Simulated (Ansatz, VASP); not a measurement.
# MgO: VASP beside Ansatz

One calculation is typed for both programs; each brings its own data sets and cutoff. How far apart do they land? The cell comes out of the VASP series on this material, whose earlier steps may have relaxed, scaled or displaced it; both programs get it as it stands.

Main program and level: Ansatz 0.2.0; plane waves, with VASP 6.6.1 beside it; single point at PBEsol.

## 1. The structure

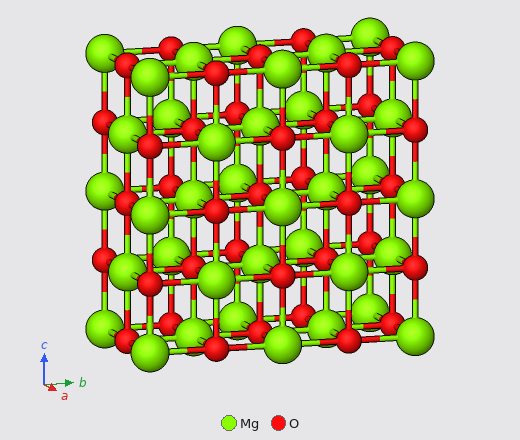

The cell as given, slightly off an axis (magnesium green, oxygen red). 1×2×2 cells are drawn. This picture shows the conventional cell, with its axes. Some periodic images of atoms are drawn too.

Structure file:

```cif
data_structure
_symmetry_space_group_name_H-M 'P 1'
_symmetry_Int_Tables_number 1
_cell_length_a 2.9766
_cell_length_b 2.9766
_cell_length_c 4.2095
_cell_angle_alpha 90.000
_cell_angle_beta 90.000
_cell_angle_gamma 90.000
_cell_volume 37.30
loop_
_atom_site_label
_atom_site_type_symbol
_atom_site_fract_x
_atom_site_fract_y
_atom_site_fract_z
_atom_site_occupancy
Mg1 Mg 0.00000 0.00000 0.00000 1
Mg2 Mg 0.50000 0.50000 0.50000 1
O3 O 0.50000 0.50000 0.00000 1
O4 O 0.00000 0.00000 0.50000 1
```

## 2. VASP: single point, PBEsol

A single point gives forces, pressure and levels at one fixed geometry, so differences don't come from the geometry; what else differs is listed under the comparison.

Lines of VASP's logs that name or quote its potential files are left out, and so is its time.

File INCAR:

```
SYSTEM = MgO
PREC = Accurate
ENCUT = 520
EDIFF = 1E-06
NELM = 100
ISMEAR = 0
SIGMA = 0.02
LREAL = .FALSE.
ALGO = Normal
GGA = PS
NBANDS = 13
LASPH = .TRUE.
LWAVE = .FALSE.
LCHARG = .FALSE.
KPAR = 16
```

File POSCAR:

```
MgO
1.0
    2.9766057649      0.0000000000      0.0000000000
    0.0000000000      2.9766057649      0.0000000000
    0.0000000000      0.0000000000      4.2095120422
Mg O
2 2
Direct
    0.0000000000      0.0000000000      0.0000000000
    0.5000000000      0.5000000000      0.5000000000
    0.5000000000      0.5000000000      0.0000000000
    0.0000000000      0.0000000000      0.5000000000
```

File KPOINTS:

```
Automatic mesh
0
Gamma
9 9 6
0 0 0
```

Potentials, in the order of the species: Mg and O (PBE family, release 64).

On the command line:

```
mpirun -np 16 vasp_std
```

Numbers of over 12 decimals in the logs are rounded to 6 here.

Log:

```text
[banner, memory and clock lines left out]
running   16 mpi-ranks, on    1 nodes
 distrk:  each k-point on    1 cores,   16 groups
 distr:  one band on    1 cores,    1 groups

 POSCAR found type information on POSCAR MgO
 POSCAR found :  2 types and       4 ions
|                                                                             |
|           W    W    AA    RRRRR   N    N  II  N    N   GGGG   !!!           |
|           W    W   A  A   R    R  NN   N  II  NN   N  G    G  !!!           |
|           W    W  A    A  R    R  N N  N  II  N N  N  G       !!!           |
|           W WW W  AAAAAA  RRRRR   N  N N  II  N  N N  G  GGG   !            |
|           WW  WW  A    A  R   R   N   NN  II  N   NN  G    G                |
|           W    W  A    A  R    R  N    N  II  N    N   GGGG   !!!           |
|                                                                             |
|     For optimal performance we recommend to set                             |
|       NCORE = 2 up to number-of-cores-per-socket                            |
|     NCORE specifies how many cores store one orbital (NPAR=cpu/NCORE).      |
|     This setting can greatly improve the performance of VASP for DFT.       |
|     The default, NCORE=1 might be grossly inefficient on modern             |
|     multi-core architectures or massively parallel machines. Do your        |
|     Unfortunately you need to use the default for GW and RPA                |
|     calculations (for HF NCORE is supported but not extensively tested      |
|     yet).                                                                   |
|                                                                             |

|                                                                             |
|               ----> ADVICE to this user running VASP <----                  |
|                                                                             |
|     You enforced a specific xc type in the INCAR file but a different       |
|     [... a line on the potential file left out ...]
|     I HOPE YOU KNOW WHAT YOU ARE DOING!                                     |
|                                                                             |

 LDA part: xc-table for (Slater+PW92), standard interpolation
 POSCAR, INCAR and KPOINTS ok, starting setup
 FFT: planning ... GRIDC
 FFT: planning ... GRID_SOFT
 FFT: planning ... GRID
 WAVECAR not read
 entering main loop
       N       E                     dE             d eps       ncg     rms          rms(c)
DAV:   1     0.559825979339E+02    0.55983E+02   -0.82723E+03  1696   0.111E+03
DAV:   2    -0.244203888540E+02   -0.80403E+02   -0.73578E+02  2064   0.224E+02
DAV:   3    -0.277827506665E+02   -0.33624E+01   -0.33473E+01  1935   0.460E+01
DAV:   4    -0.277970237160E+02   -0.14273E-01   -0.14271E-01  1710   0.356E+00
DAV:   5    -0.277970836954E+02   -0.59979E-04   -0.59979E-04  1855   0.229E-01    0.943E+00
DAV:   6    -0.250929836614E+02    0.27041E+01   -0.86878E+00  1625   0.255E+01    0.307E+00
DAV:   7    -0.250524081755E+02    0.40575E-01   -0.13320E-01  1600   0.367E+00    0.187E+00
DAV:   8    -0.250262333123E+02    0.26175E-01   -0.51730E-02  1630   0.308E+00    0.358E-01
DAV:   9    -0.250248655289E+02    0.13678E-02   -0.28242E-03  1875   0.543E-01    0.104E-01
DAV:  10    -0.250249265486E+02   -0.61020E-04   -0.33519E-04  1680   0.158E-01    0.117E-02
DAV:  11    -0.250249270255E+02   -0.47689E-06   -0.17070E-06  1566   0.137E-02
   1 F= -.25024927E+02 E0= -.25024927E+02  d E =-.567078E-12
```

Parts of OUTCAR (step 2):

```text
ion  position               nearest neighbor table
   1  0.000  0.000  0.000-   4 2.10   4 2.10   3 2.10   3 2.10   3 2.10   3 2.10   2 2.98   2 2.98
                             2 2.98   2 2.98   2 2.98   2 2.98   2 2.98   2 2.98
   2  0.500  0.500  0.500-   3 2.10   3 2.10   4 2.10   4 2.10   4 2.10   4 2.10   1 2.98   1 2.98
                             1 2.98   1 2.98   1 2.98   1 2.98   1 2.98   1 2.98
   3  0.500  0.500  0.000-   2 2.10   2 2.10   1 2.10   1 2.10   1 2.10   1 2.10
   4  0.000  0.000  0.500-   1 2.10   1 2.10   2 2.10   2 2.10   2 2.10   2 2.10

  LATTYP: Found a simple tetragonal cell.
 ALAT       =     2.9766057649
 C/A-ratio  =     1.4141987131

 Subroutine GETGRP returns: Found 16 space group operations
 (whereof 16 operations were pure point group operations)

The static configuration has the point symmetry D_4h.

 Found     60 irreducible k-points:

   k-points           NKPTS =     60   k-points in BZ     NKDIM =     60   number of bands    NBANDS=     13

   dimension x,y,z NGX =    24 NGY =   24 NGZ =   32
   dimension x,y,z NGXF=    48 NGYF=   48 NGZF=   64

   ENCUT  =  520.0 eV  38.22 Ry    6.18 a.u.   5.53  5.53  7.83*2*pi/ulx,y,z

   NELECT =      16.0000    total number of electrons

 k-points in reciprocal lattice and weights: Automatic mesh
   0.00000000  0.00000000  0.00000000       0.002
   0.11111111  0.00000000  0.00000000       0.008
   0.22222222  0.00000000  0.00000000       0.008
   0.33333333  0.00000000  0.00000000       0.008
   0.44444444  0.00000000  0.00000000       0.008
   0.11111111  0.11111111  0.00000000       0.008
   0.22222222  0.11111111  0.00000000       0.016
   0.33333333  0.11111111  0.00000000       0.016
   0.44444444  0.11111111  0.00000000       0.016
[...]
0.44444444  0.33333333  0.50000000       0.016
   0.44444444  0.44444444  0.50000000       0.008

 average (electrostatic) potential at core
       1 -34.6503       2 -34.6503       3 -69.5488       4 -69.5488

 E-fermi :   3.1676

 k-point     1 :       0.0000    0.0000    0.0000
  band No.  band energies     occupation
    ...
      4       1.7122      2.00000
      5       1.7122      2.00000
      6       3.0813      2.00000
      7       3.0813      2.00000
      8       3.0813      2.00000
      9       7.7324      0.00000
     10      12.0034      0.00000
     11      12.9766      0.00000
     12      16.0729      0.00000
     13      18.7225      0.00000

 k-point     2 :       0.1111    0.0000    0.0000
  band No.  band energies     occupation
    ...
      4       1.3383      2.00000
      5       1.7547      2.00000
      6       2.5462      2.00000
      7       2.9783      2.00000
      8       3.0436      2.00000
      9       8.2720      0.00000
     10      12.3359      0.00000
     11      13.3845      0.00000
     12      15.9433      0.00000
     13      17.6125      0.00000

 k-point     3 :       0.2222    0.0000    0.0000
  band No.  band energies     occupation
    ...
      4       0.5309      2.00000
      5       1.4610      2.00000
      6       1.8773      2.00000
      7       2.6601      2.00000
      8       2.9330      2.00000
      9       9.4168      0.00000
     10      12.8910      0.00000
     11      14.4938      0.00000
     12      15.5996      0.00000
     13      16.1114      0.00000

  Total       -0.0109220     -0.0109220     -0.0115853      0.0000000      0.0000000     -0.0000000
  in kB       -0.4691786     -0.4691786     -0.4976715      0.0000000      0.0000000     -0.0000000
  external PRESSURE =      -0.4786762 kB  Pullay stress =       0.0000000 kB

  energy-cutoff  :      520.00
  volume of cell :       37.30
      direct lattice vectors                 reciprocal lattice vectors
     2.976605765  0.000000000  0.000000000     0.335953122  0.000000000  0.000000000
     0.000000000  2.976605765  0.000000000     0.000000000  0.335953122  0.000000000
     0.000000000  0.000000000  4.209512042     0.000000000  0.000000000  0.237557225

 POSITION                                       TOTAL-FORCE (eV/Angst)
 -----------------------------------------------------------------------------------
      0.00000      0.00000      0.00000         0.000000      0.000000      0.000000
      1.48830      1.48830      2.10476        -0.000000     -0.000000      0.000000
      1.48830      1.48830      0.00000        -0.000000     -0.000000     -0.000000
      0.00000      0.00000      2.10476         0.000000      0.000000      0.000000
 -----------------------------------------------------------------------------------
    total drift:                                0.000000     -0.000000     -0.000000

  FREE ENERGIE OF THE ION-ELECTRON SYSTEM (eV)
  ---------------------------------------------------
  free  energy   TOTEN  =       -25.0249270255 eV

  energy  without entropy=      -25.0249270255  energy(sigma->0) =      -25.02492703

[... 3 further parts left out ...]
```

The run ends at a pressure of -0.05 GPa.

## 3. Ansatz: single point, PBEsol

Ansatz runs on its default PAW (the set named soft_2) files.

The same cell, functional, mesh and smearing now go to Ansatz, which takes its cutoff from its data sets.

File input.yaml:

```yaml
crystal:
  lattice:
    - [2.9766057649, 0.0, 0.0]
    - [0.0, 2.9766057649, 0.0]
    - [0.0, 0.0, 4.2095120422]
  atoms:
    - { symbol: Mg, position: [0.0, 0.0, 0.0] }
    - { symbol: Mg, position: [0.5, 0.5, 0.5] }
    - { symbol: O, position: [0.5, 0.5, 0.0] }
    - { symbol: O, position: [0.0, 0.0, 0.5] }
hamiltonian:
  xc: pbesol
  pseudopotentials: { kind: paw }
kpoints:
  mp_grid: { grid: [9, 9, 6] }
scf:
  occupations: { method: gaussian, width: 0.02 }
  n_extra_bands: 5
output:
  forces: true
  stress: true
  eigenvalues: true
  write_density: true
  write_potential: true
  elf: true
  volumetric_format: npy
```

On the command line:

```
ansatz run input.yaml --threads 8 --pin off --max-ram 18432MiB --backend cpu --events-out ev --progress --plain --runs-dir out
```

Log:

```text
scf.n_extra_bands = 5 over 16 filled bands (N_el = 32.0): the run solves 21 bands
Engine: ansatz 0.2.0, aarch64-unknown-linux-gnu
Pseudopotentials: kind: paw
Pseudopotential: Mg, paw, valence charge 10, recommended cutoff 420 eV (normal), Mg.paw.azcp
Pseudopotential: O, paw, valence charge 6, recommended cutoff 420 eV (normal), O.paw.azcp
Functional definition: PBEsol
  exchange = pbesol_x
  correlation = pbesol_c
Crystal: 4 atoms, lattice volume = 37.297 Å³
Basis set: ecut = 420 eV, 699 PW (Γ), exchange–correlation on 40×40×60 points (8 copies of the dense FFT grid, shifted against one another)
Bands: 21, of which v1, the nominal top of the filled ones, is band 16 counted from 1 (15 counted from 0)
Symmetry: 32 space group operations
Space group: I4/mmm (ITA 139), of the structure as read, at distance tolerance 1.7e-5 Å
k-points: 60 of 486
Non-local potential: Mg, projectors of the file, l = 0: 3, l = 1: 2, l = 2: 1
Non-local potential: O, projectors of the file, l = 0: 2, l = 1: 2, l = 2: 1
PAW form: soft (Blöchl's): semilocal exchange-correlation on the pseudo side does not see the compensation charge
PAW frozen core: Mg, regenerated for the run's functional, and the local potential with it (the file was generated under x = pbe(κ = 0.804, μ = 0.219515), c = pbe(β = 0.066725))
PAW frozen core: O, regenerated for the run's functional, and the local potential with it (the file was generated under x = pbe(κ = 0.804, μ = 0.219515), c = pbe(β = 0.066725))
PAW one-centre angular grid: Mg, 110 points (default); XC on 64 Gauss nodes
PAW one-centre angular grid: O, 110 points (default); XC on 64 Gauss nodes
Initial density: superposition of atomic densities (neutral atoms: chi_scale 0, normalization atom), corrected by the library's trained network
Initial wavefunctions: pseudopotential atomic-orbital guess
Functional: x = pbesol(κ = 0.804, μ = 0.123457), c = pbesol(β = 0.046)
SCF iter   1: F=—  HF=-4951.761089 eV  |F-HF|=—  |Δ(HF+E_count)|=         —  Δρ=1.46e-2  dr2=6.36e-2  ethr=1.77e-3  ⟨swp⟩=5.9  Hψ=5758  notcnv=0
preconditioner: auto → none  [insulator: Δε(μ)=4.526 eV  Ē_g=16.304 eV  σ=0.020 eV  W_gap=1.00  n_scr=14 (ndim 8)  ℏωp=24.3 eV  f_vac=0.000  D(μ)=0.00/eV (n_scr^D=0)  ε∞_Penn≈3.2]
SCF iter   2: F=—  HF=-4951.743761 eV  |F-HF|=—  |Δ(HF+E_count)|=   1.73e-2  Δρ=3.25e-3  dr2=3.84e-3  ethr=1.99e-4  ⟨swp⟩=2.1  Hψ=2179  notcnv=0  defer=55
SCF iter   3: F=—  HF=-4951.742797 eV  |F-HF|=—  |Δ(HF+E_count)|=   9.65e-4  Δρ=6.69e-4  dr2=8.83e-5  ethr=1.20e-5  ⟨swp⟩=2.0  Hψ=1873  notcnv=0  defer=60
SCF iter   4: F=—  HF=-4951.742556 eV  |F-HF|=—  |Δ(HF+E_count)|=   2.41e-4  Δρ=1.38e-4  dr2=2.80e-6  ethr=2.76e-7  ⟨swp⟩=2.7  Hψ=2065  notcnv=0  defer=60
SCF iter   5: F=—  HF=-4951.742553 eV  |F-HF|=—  |Δ(HF+E_count)|=   2.34e-6  Δρ=2.92e-5  dr2=1.04e-7  ethr=8.75e-9  ⟨swp⟩=2.1  Hψ=1786  notcnv=0  defer=60
SCF iter   6: F=-4951.742553 eV  HF=-4951.742553 eV  |F-HF|=4.20e-9  |Δ(HF+E_count)|=   6.36e-8  Δρ=4.84e-6  dr2=4.88e-9  ethr=3.13e-10  ⟨swp⟩=11.2  Hψ=8295  notcnv=0
SCF 1 converged in 6 iterations: F = -4951.742553 eV  dr2 = 4.88e-9
  greatest PAW one-centre occupation: 1.000 electrons in one spin orbital (limit 2), on the Mg atom at site 1 (counted from 0), in its partial waves of l = 0
SCF converged after 6 iterations
Free energy (F): -4951.742553 eV
Harris-Foulkes:  -4951.742553 eV  (|F-HF|=4.20e-9)
Internal energy: -4951.742553 eV  (E = F + TS)
E sigma→0 (E₀):  -4951.742553 eV
Fermi energy:    10.361478 eV
--- Per-component energies (eV) ---
  E_band       = -583.483172
  E_kinetic    = 510.076979
  E_local      = -3199.689928  (includes V_loc(G=0)·N_el)
  E_nonlocal   = 287.502977
  E_hartree    = 1104.483063
  E_xc         = -207.865031
  E_vxc        = -267.840179  (∫ρ·V_xc dr)
  E_paw        = -866.166528  (= ΣΔE_a)
  E_vpaw       = -122.501332  (= ΣTr[D̂ρ^β])
  E_aug_tail   = 0.005031  (compensation charges beyond the density's cutoff)
  E_ewald      = -2580.277417
  E_core_change = 0.188300  (= ΣΔE_core)
  E_smearing   = -0.000000  (= −TS)
  E_closure    = -0.000000  (closes the sum)
  Σ components = -4951.742553   (vs F -4951.742553, Δ=0.00e0)
--- Forces (eV/Å), atoms counted from 1 ---
  atom   1  Mg     0.00000000     0.00000000     0.00000000
  atom   2  Mg     0.00000000    -0.00000000     0.00000000
  atom   3  O      0.00000000     0.00000000     0.00000000
  atom   4  O      0.00000000     0.00000000     0.00000000
  max |Σ_I F_I| component: 2.03e-29 eV/Å
--- Stress (GPa, compression-positive) ---
        0.515521      -0.000000       0.000000
       -0.000000       0.515521       0.000000
        0.000000       0.000000       0.519556
  P = ⅓ Tr σ = 0.5169 GPa (5.169 kbar)
--- Band table (eV; the first three rows and the last of 60) ---
  k-point 0: bands = [... 12 lower, 6.6763, 8.0358, 8.0358, 8.0358, 12.6871, 16.9939, 17.9270, 21.0223, ... 1 higher]
  k-point 1: bands = [... 12 lower, 6.7528, 7.5004, 7.9263, 7.9263, 13.2957, 17.2227, 17.8535, 21.0926, ... 1 higher]
  k-point 2: bands = [... 12 lower, 6.9709, 6.9709, 7.6440, 7.6440, 14.6015, 17.2521, 17.9073, 20.5902, ... 1 higher]
  k-point 59: bands = [... 12 lower, 5.1009, 5.1009, 6.4145, 6.4145, 19.3274, 19.3274, 19.5733, 19.5733, ... 1 higher]
```

Run time: 1.1 s. Hardware: 8 threads of Arm Neoverse N1, shared host; peak memory 0.34 GiB; 5.4 s of CPU time.

The run ends at a pressure of 0.52 GPa.

## 4. Side by side

Known differences besides the PAW data sets themselves: the data sets hold 32 valence electrons in Ansatz (default PAW (the set named soft_2) files) and 16 in VASP; the cutoff is 420 eV in Ansatz and 520 eV in VASP; Ansatz makes its cores anew for this functional, VASP keeps those of its PBE data sets. Total energies have different zeros and are not compared.

Compared:

```tsv
quantity	Ansatz	VASP	difference
pressure (GPa)	0.52	-0.05	+0.56
gap on the k mesh (eV)	4.651	4.651	0.000
```

Ansatz's pressure holds a Pulay correction of 0.66 GPa; VASP's holds none.

## 5. Results

- difference in gap on the k mesh (single point, PBEsol): 1.5e-4 eV
- difference in pressure (single point, PBEsol): 0.56 GPa

The difference in pressure is 0.56 GPa (single point, PBEsol), within the 1 GPa picked in this series as the mark of a large difference. Differences of this kind measure data sets and numerical settings, not the functional's error against experiment.

[Lines on the potential files, build, host, timing and source positions are cut from VASP's logs without a mark.]

[Logs are printed without paths, hosts, clocks, repeated set-up lines and the standing remarks that a program may print on its own settings, such as how far it seeks lower states.]

[Hosts, paths, dates, database ids (printed as entryN), source tags and the programs' standing remarks are cut or masked in the printed files.]
